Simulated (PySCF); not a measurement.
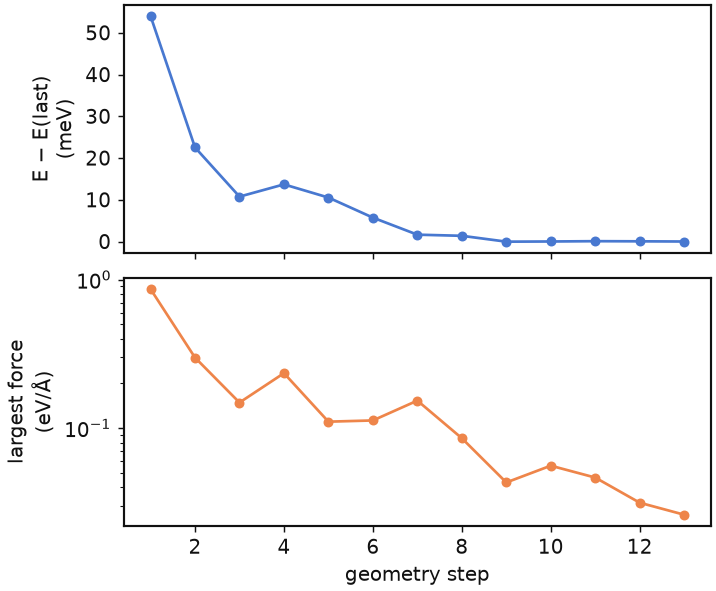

History of a geometry optimisation.

- system: C₄H₁₀AlBr₃O (SMILES CC[O+](CC)[Al-]([Br])([Br])[Br])
- method: PySCF 2.14.0, density fitting, PBE0-D3(BJ)/def2-SVP, geometry optimisation

How did it end, and what did it gain?

Answer. The optimisation met its thresholds at geometry 13, counting the start as the first. The energy fell by about 54 meV from the first step to the last, with a rise at step 4. The largest force goes from about 0.86 eV/Å at the start to 0.026 eV/Å at the end.
